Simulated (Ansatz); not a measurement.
## HfO2, pressure series

Base system: HfO2 (space group P4_2/nmc, No. 137; a = 3.605 Å, c = 5.265 Å).

Cell and atoms are relaxed at each pressure.

All numbers come from Kohn–Sham DFT with the PBE functional, run in Ansatz (a quantum-chemistry and plane-wave program) with PAW and 420 eV plane waves, spin-orbit coupling left out, earlier PAW set.

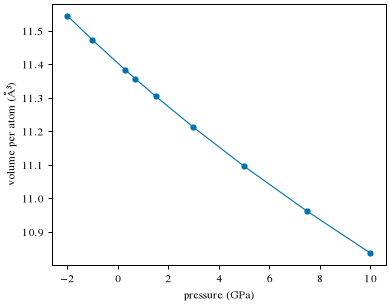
Volume against pressure

Task: Estimate the zero-pressure bulk modulus from the plot.

Result: About 170 GPa; a third-order Birch–Murnaghan fit to the points gives V₀ = 11.40 Å³/atom, B₀ = 168 GPa and B₀′ = 6.0.

Load acts through the strain it causes; cell and atoms are relaxed under it. Stability against distortions was not tested. No other phases were tried under pressure. This is not the structure that HfO2 has at room temperature and ambient pressure.
